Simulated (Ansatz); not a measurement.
## Electronic structure of CH$_{5}$AlFN (SMILES [CH3][Al]([NH2])[F]) in real space

| atom | x (Å) | y (Å) | z (Å) |
| --- | --- | --- | --- |
| C | -0.7185 | 1.1270 | -0.7435 |
| Al | 0.2158 | -0.4835 | -0.1650 |
| N | 1.7657 | -1.0335 | -0.8397 |
| F | -0.4418 | -1.4539 | 1.0461 |
| H | -0.1615 | 1.6826 | -1.5251 |
| H | -0.8857 | 1.8159 | 0.1106 |
| H | -1.7196 | 0.8767 | -1.1528 |
| H | 2.2651 | -1.8763 | -0.5474 |
| H | 2.2885 | -0.5562 | -1.5767 |

Theory: RKS PBE-D4/def2-SVP (Ansatz).

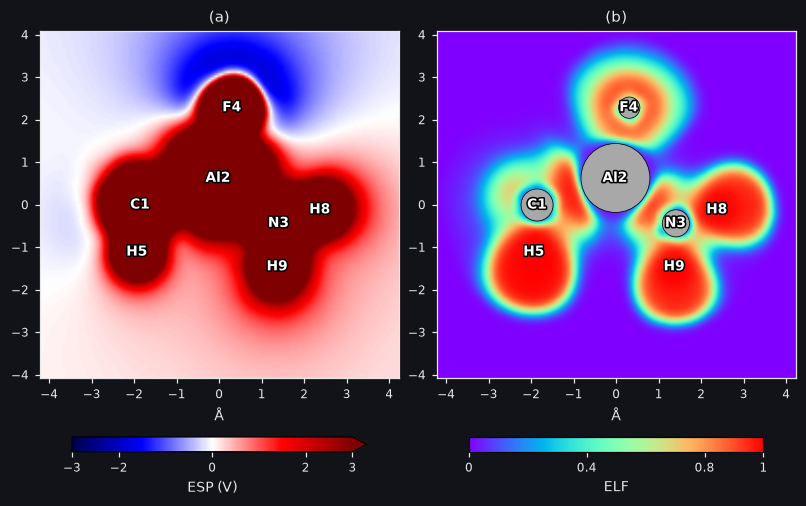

Figure 1. (a) electrostatic potential; (b) ELF on the plane of atoms C1, Al2 and N3. Grey discs cover the atomic cores in the ELF map.

**What do the fields say about this system?**

- The plane passes through C, Al, N, F and H nuclei.
- Al–F (1.69 Å): the ELF peaks at about 0.85 in the valence shell of F, 0.5 Å from its nucleus, and is about 0.25 at the midpoint.
- Al–N (1.78 Å): the ELF peaks at about 0.90 in the valence shell of N, 0.7 Å from its nucleus, and is about 0.55 at the midpoint.
- C–Al (1.95 Å): the ELF peaks at about 0.95 between the atoms: a shared but strongly polarised pair.
- N–H (1.02 Å): the ELF climbs to about 1 towards the hydrogen, as it does in any bond to H; a covalent bond by its length.
- C–H (1.11 Å): the ELF climbs to about 1 towards the hydrogen: a covalent bond by its length.
- The ELF also peaks beside F4, away from the bonds: lone-pair regions.
- Outside the dense part of the molecule the potential is most negative (−1.8 V) near F4.

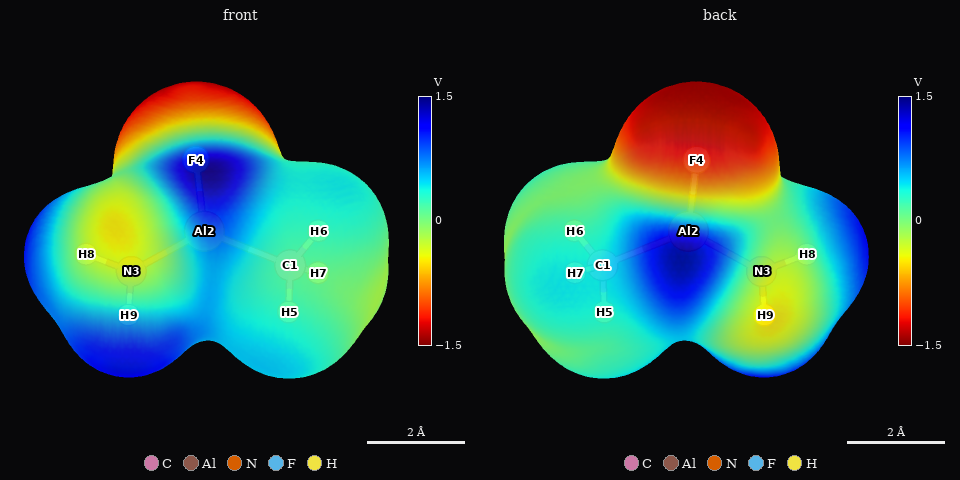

Figure 2. The electrostatic potential painted on the density surface at 0.001 e/bohr³, seen from the front and from behind; red is negative and blue positive.

**Which sites attract a positive test charge, and which a negative one?**

A positive charge is drawn to the negative regions and a negative charge to the positive ones. The most negative region (about −1.4 V) lies over F4, the most positive (about +1.4 V) over Al2.

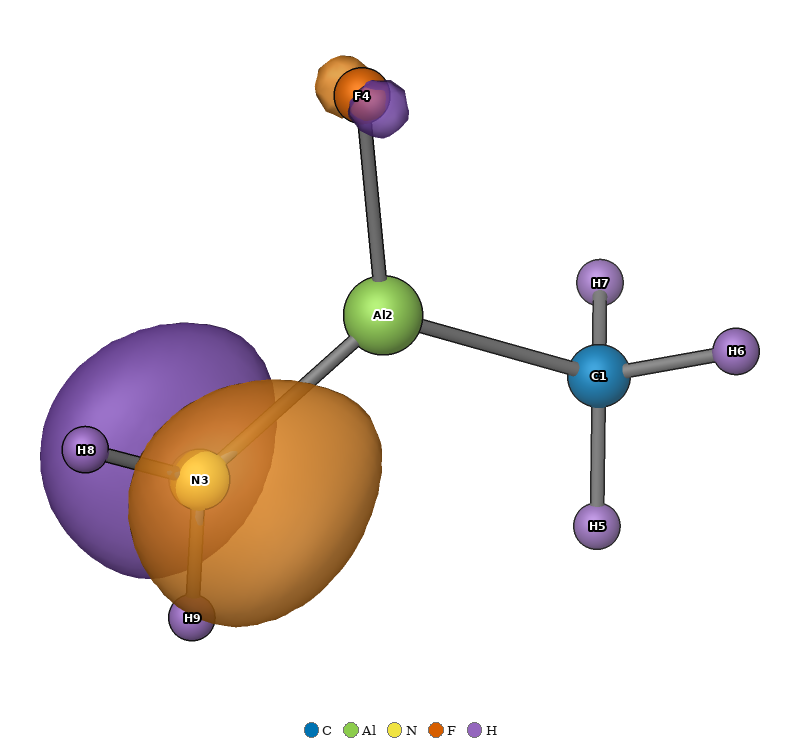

Figure 3. One frontier orbital at ±0.2 Å⁻³ᐟ² (orange and purple are the two phases), seen at a tilt.

**Which orbital is it: HOMO or LUMO?**

The HOMO, at −5.81 eV. By Hirshfeld shares it lies mainly on N3 (about 75 %); largely a lone pair of N3.
